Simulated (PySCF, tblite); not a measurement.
# C₃H₁₀NSi radical: geometry, infrared bands and EPR parameters

What infrared bands and EPR parameters should C₃H₁₀NSi radical (`CC(C)[N][SiH3]`) show?

Computed with tblite 0.8.0 and PySCF 2.14.0, with density-fitted response routines of our own, on a single molecule in the gas phase. Atoms are numbered from 0 throughout.

## Step 1: The starting structure

15 atoms, charge 0, multiplicity 2; geometry from: force field or distance geometry start.

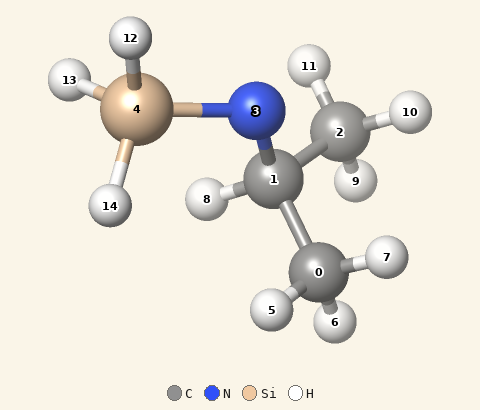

The starting geometry (carbon grey, nitrogen blue, silicon light orange, hydrogen white), atoms numbered; sticks join atoms by distance.

## Step 2: Optimising the geometry with GFN2-xTB

Job settings and geometry (Å):

```
{"job": {"kind": "relax", "xc": "GFN2-xTB", "basis": "xTB"}, "charge": 0, "multiplicity": 2}
C     -0.842400    -1.221200    -0.415900
C     -0.408700     0.036700     0.342900
C     -1.494900     1.094900     0.270300
N      0.825500     0.585200    -0.242100
Si     2.305900     0.150000     0.614000
H     -0.109200    -2.017600    -0.346900
H     -1.790300    -1.603700    -0.011900
H     -1.001400    -0.999300    -1.474500
H     -0.308600    -0.240300     1.415300
H     -2.446500     0.722100     0.694500
H     -1.700700     1.396400    -0.771500
H     -1.225500     1.995100     0.827400
H      3.459100     0.763100    -0.086900
H      2.265000     0.662700     1.997900
H      2.468100    -1.316000     0.626100
```

Run with:

```
OMP_NUM_THREADS=1 python probes_run.py task.json out
```

This one command runs all jobs of the session in turn.

Log:

```text
step      E/eV     max force
  0    -438.45475    2.397
  1    -438.57784    1.477
  2    -438.63075    0.638
  3    -438.64338    0.448
  4    -438.65681    0.260
  5    -438.66021    0.259
  6    -438.67041    0.238
  7    -438.67805    0.238
  8    -438.68735    0.231
  9    -438.69403    0.192
 10    -438.70069    0.182
 11    -438.70706    0.249
 12    -438.71472    0.213
 13    -438.72215    0.244
 14    -438.72836    0.208
 15    -438.73340    0.150
 16    -438.73722    0.133
 17    -438.73993    0.113
 18    -438.74215    0.110
 19    -438.74417    0.103
 20    -438.74610    0.106
 21    -438.74810    0.111
 22    -438.75024    0.133
 23    -438.75247    0.129
 24    -438.75454    0.100
 25    -438.75617    0.101
 26    -438.75737    0.085
 27    -438.75826    0.074
 28    -438.75897    0.069
 29    -438.75957    0.055
 30    -438.76009    0.066
 31    -438.76061    0.063
 32    -438.76117    0.061
 33    -438.76179    0.067
 34    -438.76251    0.077
 35    -438.76341    0.077
 36    -438.76453    0.095
 37    -438.76586    0.101
 38    -438.76737    0.097
 39    -438.76897    0.127
 40    -438.77077    0.132
 41    -438.77289    0.142
 42    -438.77615    0.174
 43    -438.77863    0.107
 44    -438.78233    0.157
 45    -438.78686    0.171
 46    -438.79155    0.284
 47    -438.78482    0.492
 48    -438.79957    0.229
 49    -438.80278    0.152
 50    -438.80871    0.117
 51    -438.80972    0.092
 52    -438.81099    0.106
 53    -438.81249    0.121
 54    -438.81361    0.095
 55    -438.81438    0.070
 56    -438.81490    0.057
 57    -438.81534    0.073
 58    -438.81585    0.081
 59    -438.81652    0.076
 60    -438.81723    0.072
 61    -438.81791    0.086
 62    -438.81853    0.072
 63    -438.81908    0.074
 64    -438.81952    0.062
 65    -438.81987    0.039
 66    -438.82014    0.044
 67    -438.82038    0.049
 68    -438.82059    0.033
 69    -438.82077    0.040
 70    -438.82094    0.040
 71    -438.82108    0.032
 72    -438.82117    0.027
 73    -438.82123    0.022
 74    -438.82131    0.022
 75    -438.82142    0.029
 76    -438.82154    0.023
 77    -438.82162    0.018
 78    -438.82167    0.016
 79    -438.82171    0.018
 80    -438.82178    0.023
 81    -438.82185    0.017
 82    -438.82190    0.013
 83    -438.82192    0.011
 84    -438.82194    0.012
 85    -438.82196    0.014
 86    -438.82200    0.018
 87    -438.82205    0.018
 88    -438.82212    0.021
 89    -438.82221    0.027
 90    -438.82234    0.032
 91    -438.82253    0.034
 92    -438.82277    0.038
 93    -438.82297    0.032
 94    -438.82312    0.035
 95    -438.82323    0.035
 96    -438.82343    0.038
 97    -438.82357    0.029
 98    -438.82371    0.023
 99    -438.82381    0.022
100    -438.82389    0.017
101    -438.82394    0.013
102    -438.82397    0.013
103    -438.82399    0.010
104    -438.82401    0.011
105    -438.82404    0.011
106    -438.82408    0.016
107    -438.82411    0.014
108    -438.82414    0.014
109    -438.82418    0.017
110    -438.82426    0.027
111    -438.82439    0.033
112    -438.82454    0.038
113    -438.82474    0.042
114    -438.82494    0.034
115    -438.82513    0.040
116    -438.82540    0.049
117    -438.82570    0.038
118    -438.82598    0.045
119    -438.82619    0.045
120    -438.82648    0.051
121    -438.82682    0.048
122    -438.82742    0.046
123    -438.82780    0.049
124    -438.82813    0.046
125    -438.82833    0.046
126    -438.82857    0.050
127    -438.82872    0.019
128    -438.82884    0.023
129    -438.82890    0.019
130    -438.82895    0.015
131    -438.82899    0.014
132    -438.82903    0.017
133    -438.82908    0.020
134    -438.82912    0.014
135    -438.82916    0.012
136    -438.82917    0.010
137    -438.82918    0.009
```

Run time: 0.61 s. Hardware: 1 thread of Arm Neoverse V2, shared host; peak memory 0.17 GiB.

Along the way: (not every step is listed)

| step | energy from step 0 (eV) | largest force (eV/Å) |
| --- | --- | --- |
| 0 | 0.0000 | 2.3971 |
| 1 | -0.1231 | 1.4772 |
| 2 | -0.1760 | 0.6383 |
| 3 | -0.1886 | 0.4479 |
| 4 | -0.2021 | 0.2600 |
| 5 | -0.2055 | 0.2589 |
| 6 | -0.2157 | 0.2382 |
| 7 | -0.2233 | 0.2380 |
| 8 | -0.2326 | 0.2310 |
| 20 | -0.2914 | 0.1058 |
| 32 | -0.3064 | 0.0611 |
| 44 | -0.3276 | 0.1572 |
| 56 | -0.3602 | 0.0568 |
| 68 | -0.3658 | 0.0328 |
| 80 | -0.3670 | 0.0228 |
| 92 | -0.3680 | 0.0383 |
| 104 | -0.3693 | 0.0110 |
| 116 | -0.3707 | 0.0486 |
| 128 | -0.3741 | 0.0228 |
| 132 | -0.3743 | 0.0166 |
| 133 | -0.3743 | 0.0197 |
| 134 | -0.3744 | 0.0139 |
| 135 | -0.3744 | 0.0122 |
| 136 | -0.3744 | 0.0102 |
| 137 | -0.3744 | 0.0089 |

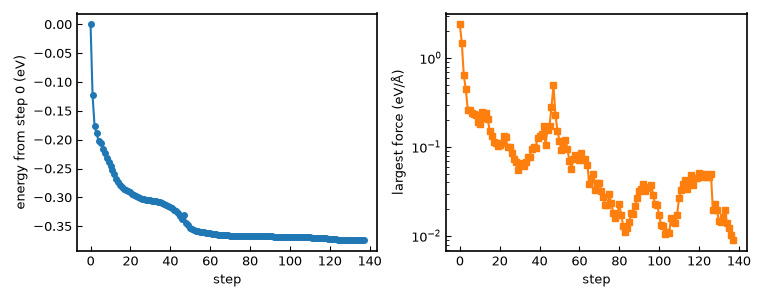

Energy and force, step by step.

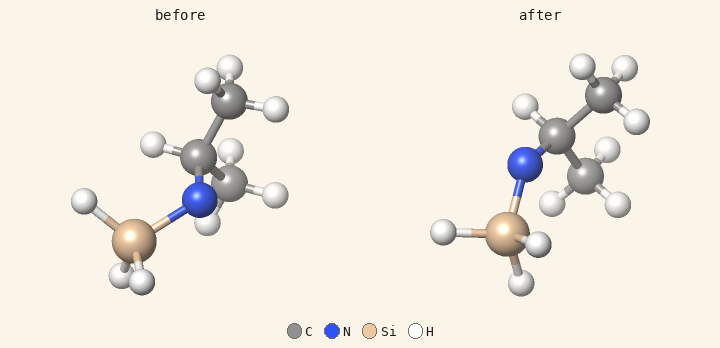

The geometry before (left) and after (right).

Distances of close pairs at the start and the end, largest changes first:

| bond | before (Å) | after (Å) | change (Å) |
| --- | --- | --- | --- |
| N3–Si4 | 1.765 | 1.679 | -0.086 |
| C1–N3 | 1.472 | 1.387 | -0.084 |
| C1–C2 | 1.518 | 1.544 | +0.026 |
| C2–H9 | 1.107 | 1.087 | -0.020 |
| C2–H10 | 1.104 | 1.087 | -0.017 |
| C0–H6 | 1.099 | 1.087 | -0.012 |
| Si4–H12 | 1.482 | 1.472 | -0.010 |
| Si4–H13 | 1.476 | 1.467 | -0.009 |

The end geometry stands in the next job.

## Step 3: Infrared spectrum with GFN2-xTB

Job settings and geometry (Å):

```
{"job": {"kind": "ir", "xc": "GFN2-xTB", "basis": "xTB"}, "charge": 0, "multiplicity": 2}
C     -0.699061    -1.246111    -0.204744
C     -0.611523     0.008143     0.669717
C     -1.496923     1.138073     0.101813
N      0.665530     0.497593     0.903367
Si     2.242411     0.099541     0.487211
H     -0.098245    -2.043810     0.224441
H     -1.730123    -1.582370    -0.283653
H     -0.319424    -1.025362    -1.199508
H     -1.031106    -0.235592     1.664696
H     -2.531022     0.810201     0.039285
H     -1.144545     1.406868    -0.890619
H     -1.433369     2.012983     0.741736
H      2.689319     1.206404    -0.373855
H      2.971002     0.131667     1.760633
H      2.522663    -1.170238    -0.202017
```

Log:

```text
mode    cm-1     km/mol
  1      41.4      5.27
  2      68.9      3.38
  3     158.0      1.63
  4     190.2      0.05
  5     234.9      0.80
  6     331.2      1.25
  7     394.6      1.30
  8     452.0      3.82
  9     487.0     50.24
 10     549.6     71.65
 11     735.2    110.61
 12     744.2      5.04
 13     795.0    117.80
 14     809.1    310.44
 15     897.3     22.87
 16     923.8      1.94
 17     961.9      0.97
 18    1035.4      8.41
 19    1106.8     11.32
 20    1123.0     23.60
 21    1197.0     10.26
 22    1239.2      4.92
 23    1307.4      4.90
 24    1376.0      2.21
 25    1396.1      1.78
 26    1474.3      3.30
 27    1485.3      5.02
 28    1487.1      1.35
 29    1498.0      5.25
 30    2140.0    289.52
 31    2166.0    352.12
 32    2200.0     75.67
 33    2760.6     22.69
 34    3030.7     10.13
 35    3035.9     19.72
 36    3038.1     41.15
 37    3042.6     26.55
 38    3043.7     34.23
 39    3057.4     18.44
```

Run time: 0.31 s. Hardware: 1 thread of Arm Neoverse V2, shared host; peak memory 0.17 GiB.

Which atoms move in the most intense modes:

| cm⁻¹ | km/mol | atoms |
| --- | --- | --- |
| 487 | 50.2 | H14 39 %, H12 32 % |
| 550 | 71.7 | H13 40 %, H12 18 %, N3 15 % |
| 735 | 110.6 | H13 41 %, H12 40 % |
| 795 | 117.8 | H14 59 %, H12 23 %, H13 13 % |
| 809 | 310.4 | H14 30 %, H13 30 %, H12 19 %, Si4 13 % |
| 2140 | 289.5 | H12 82 %, H14 13 % |
| 2166 | 352.1 | H14 69 %, H13 20 % |
| 2200 | 75.7 | H13 75 %, H14 15 % |

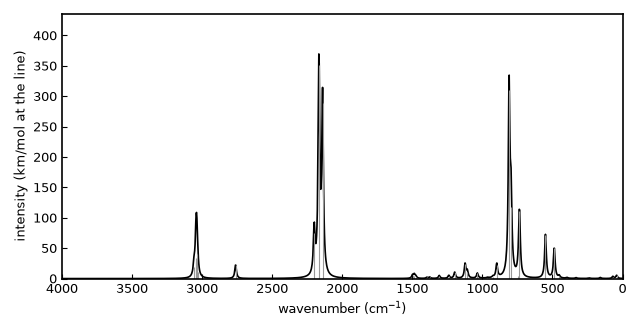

The infrared spectrum from these modes, unscaled. Lines are broadened to a width of 14 cm⁻¹ (Lorentzian).

## Step 4: EPR parameters: B3LYP/pcH-1

Same as in step 3 but for these lines:

```diff
@@ -1,2 +1,2 @@
-{"job": {"kind": "ir", "xc": "GFN2-xTB", "basis": "xTB"}, "charge": 0, "multiplicity": 2}
+{"job": {"kind": "epr", "basis": "pcH-1"}, "charge": 0, "multiplicity": 2}
 C     -0.699061    -1.246111    -0.204744
```

Method: UKS B3LYP, pcH-1 on C H N Si, non-relativistic, mean-field spin-orbit, GIAO.

Log:

```text
UKS, coarse grid
  cycle   1  E = -464.49827447  |g| = 3.36e-01
  cycle   2  E = -464.46249691  |g| = 4.39e-01
  cycle   3  E = -464.55461424  |g| = 6.50e-02
  cycle   4  E = -464.55604986  |g| = 3.77e-02
  cycle   5  E = -464.55672807  |g| = 6.28e-03
  cycle   6  E = -464.55675675  |g| = 2.92e-03
  cycle   7  E = -464.55676128  |g| = 1.28e-03
  cycle   8  E = -464.55676406  |g| = 3.33e-04
UKS, final grid
  cycle   1  E = -464.55674267  |g| = 2.38e-04
  cycle   2  E = -464.55674293  |g| = 2.29e-04
  cycle   3  E = -464.55674303  |g| = 1.45e-04
  cycle   4  E = -464.55674329  |g| = 9.93e-05
  cycle   5  E = -464.55674335  |g| = 3.74e-05
  cycle   6  E = -464.55674335  |g| = 1.57e-05
E = -464.55674335 Eh   <S^2> = 0.7541 (exact 0.7500)
g shifts (ppm)      1          2          3
  rmc          -192       -192       -192
  gc             -5         46         43
  oz_so          -9       1818       9317
  total        -206       1671       9168
hyperfine (MHz)  atom isotope    a_iso     a_fc   dipolar eigenvalues
    0   13C      -0.91      -0.90     -1.15     -0.70      1.85
    1   13C     -31.82     -31.88     -4.92      1.77      3.15
    2   13C      58.67      58.68     -6.11     -5.74     11.85
    3   14N      29.39      29.16    -39.10    -37.65     76.75
    4  29Si      49.66      49.75     -3.33      0.15      3.18
    5    1H      -0.84      -0.84     -3.10     -2.80      5.90
    6    1H      -2.20      -2.20     -1.92     -1.74      3.66
    7    1H      -0.02      -0.02     -2.97     -2.77      5.74
    8    1H     174.61     174.60     -7.31     -3.26     10.57
    9    1H       9.83       9.82     -3.85     -1.71      5.56
   10    1H      -3.68      -3.68     -5.41     -2.15      7.56
   11    1H      -3.03      -3.03     -5.01     -2.79      7.80
   12    1H     116.61     116.61     -4.44     -1.49      5.93
   13    1H      84.98      84.97     -4.29     -2.12      6.41
   14    1H      -5.81      -5.81     -2.92     -2.70      5.61
```

Run time: 53 s. Hardware: 1 thread of Arm Neoverse V2, shared host; peak memory 0.83 GiB.

Principal g values 2.00211, 2.00399, 2.01149; g(iso) = 2.00586, against 2.00232 for a free electron.

Hyperfine couplings; where a row names several nuclei, a(iso) is their mean (it holds for fast rotation or exchange) and the dipolar term the largest among them:

| nuclei | isotope | a(iso) (MHz) | a(iso) (G, at g = 2.0023) | largest dipolar term (MHz) |
| --- | --- | --- | --- | --- |
| H8 | 1H | 174.6 | 62.3 | 10.6 |
| H12, H13, H14 | 1H | 65.3 | 23.3 | 6.4 |
| Si4 | 29Si | 49.7 | 17.7 | -3.3 |
| C1 | 13C | -31.8 | -11.4 | -4.9 |
| N3 | 14N | 29.4 | 10.5 | 76.7 |
| C0, C2 | 13C | 28.9 | 10.3 | 11.8 |
| H5, H6, H7, H9, H10, H11 | 1H | 0.0 | 0.0 | 7.8 |

Mulliken spin populations:

C0 0.00; C1 -0.06; C2 0.05; N3 0.87; Si4 -0.05; H5 0.00; H6 0.00; H7 0.00; H8 0.08; H9 0.01; H10 0.00; H11 0.00; H12 0.06; H13 0.05; H14 0.00

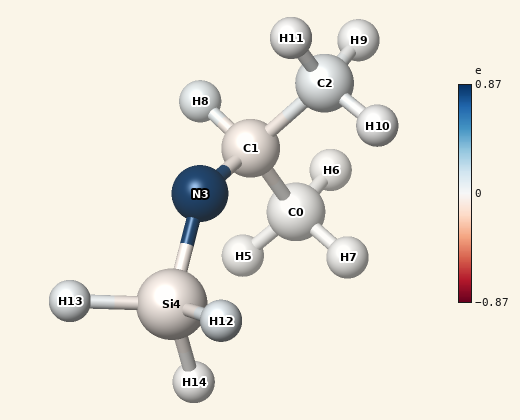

Mulliken spin populations, as colours on the atoms.

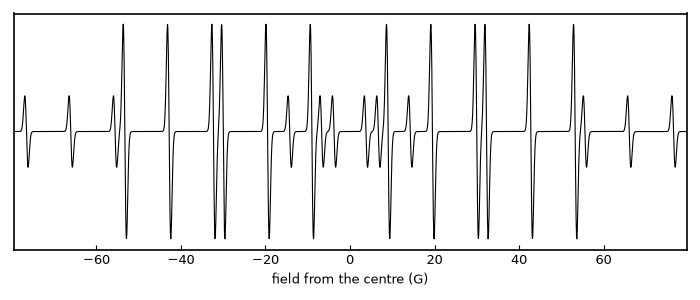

First-order isotropic spectrum (first derivative, main isotopes with spin only, couplings over 0.8 MHz, Gaussian width 0.4 G; couplings of the frozen geometry, rotation of groups not averaged beyond the rows shown).

Orbitals, density, ELF and potential are computed afterwards from the orbital file.

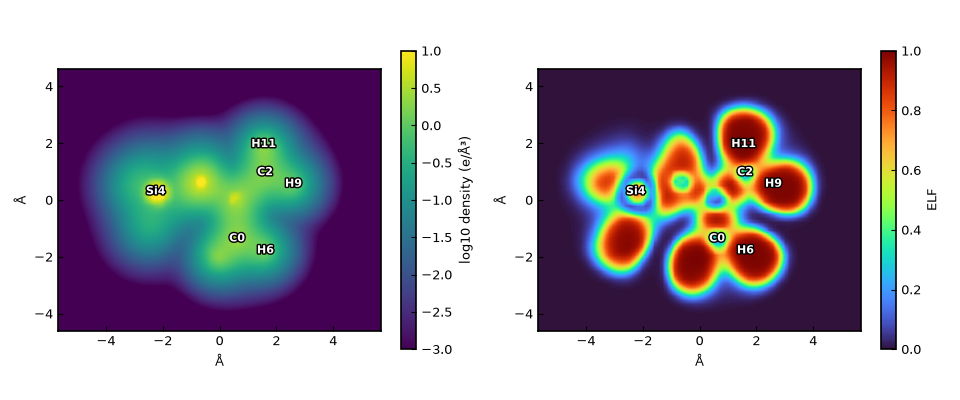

Density (left) and ELF (right) in a plane through or near 6 of the atoms.

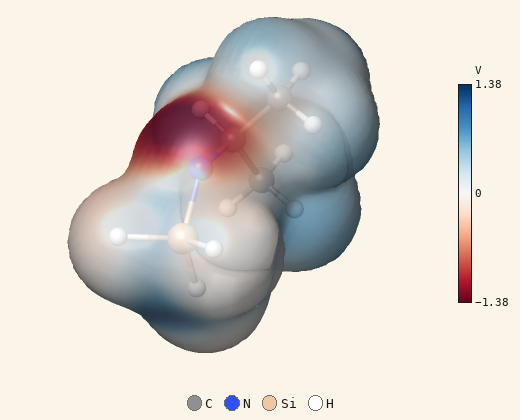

The potential that a unit positive charge feels on the 0.002 e/bohr³ surface, from -1.38 V near N3 to 1.02 V near H14.

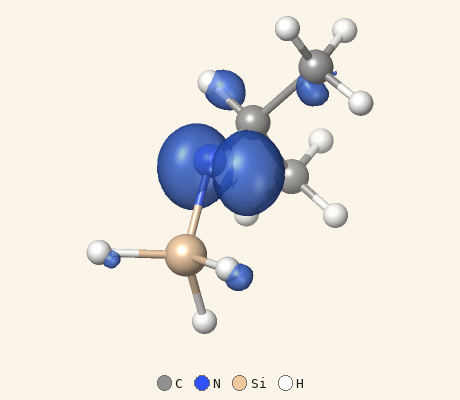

Spin density at ±0.07 e/Å³ (alpha excess blue, beta excess red).

## Step 5: Summary of results

| quantity | value |
| --- | --- |
| strongest single infrared mode (GFN2-xTB) | 2166 cm⁻¹, 352 km/mol |
| zero-point energy (GFN2-xTB) | 74.4 kcal/mol |
| g(iso) (B3LYP) | 2.00586 |
| ⟨S²⟩ | 0.754 (exact 0.75) |
| largest a(iso) (averaged by class) | 1H on H8, 174.6 MHz |
| potential on the surface of density 0.002 e/bohr³, 1st and 99th percentile | -1.38 V and 1.02 V |

Relaxing lowered the energy by 0.374 eV in 137 steps; the close pair that moved most is N3–Si4, from 1.765 to 1.679 Å. No mode is imaginary among the 39: a minimum at this level. The strongest single mode, at 2166 cm⁻¹, moves mainly H14. Unscaled tight-binding wavenumbers are off by several per cent, some by more. Its intensities can rank the bands wrongly. Most of the unpaired spin sits on N3 (0.87 e). The isotropic g lies 3.5 ppt above the free-electron value. These values are for one conformer; the search (at its own cheap level) found 1 more, at 0.18 kcal/mol, and measured spectra average over such forms.
